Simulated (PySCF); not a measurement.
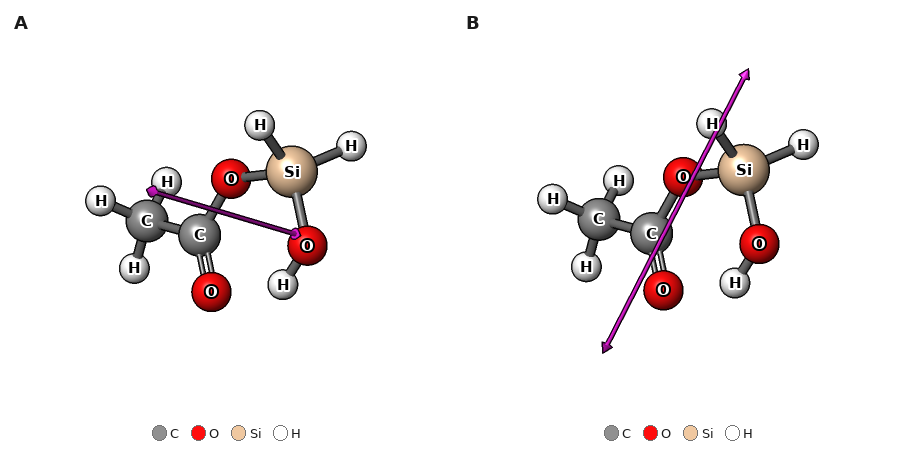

The double arrows show the directions of two transition dipoles from the ground state (lengths mean nothing). The computed structure is the end point of a GFN2-xTB optimisation. No frequency run is at hand to confirm it as a minimum. Properties computed with TDDFT PBE0/def2-SVPD, vertical, gas phase, core orbitals frozen in the response (PySCF 2.14.0).

### One belongs to singlet state 2 and one to singlet state 4. Which is which?

A: state 4, 7.63 eV (162 nm), oscillator strength 0.016, mainly HOMO−1 → LUMO+1 (weight 0.65).
B: state 2, 7.44 eV (167 nm), oscillator strength 0.048, mainly HOMO−1 → LUMO (weight 0.93).

The geometry is semi-empirical. Around Si such bond lengths and angles can be off by a tenth of an ångström or more and by several degrees, and values that hang on the shape move with them.
